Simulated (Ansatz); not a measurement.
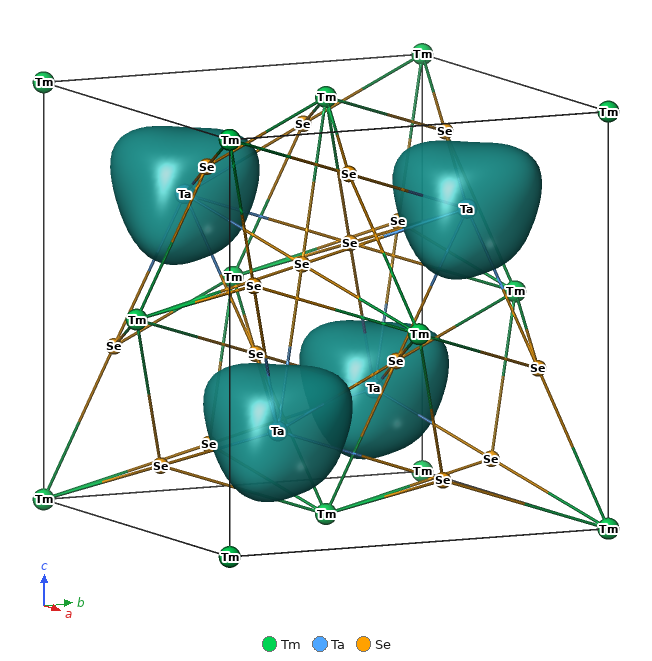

Figure 1: TmTaSe₄. Isosurfaces of the spin density at +0.05 (teal) and −0.05 e/Å³ (pink), seen slightly off an axis. Sticks mark near contacts.

Space group F-43m; a structure generated by program, which may or may not match a known phase; no Hubbard U on the f states and no spin–orbit coupling; spin-polarised.

Level of theory: DFT PBE, scalar-relativistic, plane waves, PAW; 4f electrons in the core of a trivalent norm-conserving potential in Ansatz 0.2.0.

The density is the valence pseudo-density of a pseudopotential calculation; it isn't the true density close to the nuclei.

Where is the spin, and how is it ordered?

The spin density sits on Ta: +1.3 μB (×4) in one cell of 24 atoms, with smaller moments on other sites: Tm (up to +0.16 μB): parallel moments (a ferromagnetic arrangement) in this solution. The cell of the calculation (6 atoms) carries 2.0 μB of net spin moment. Only one sign reaches the isovalue.
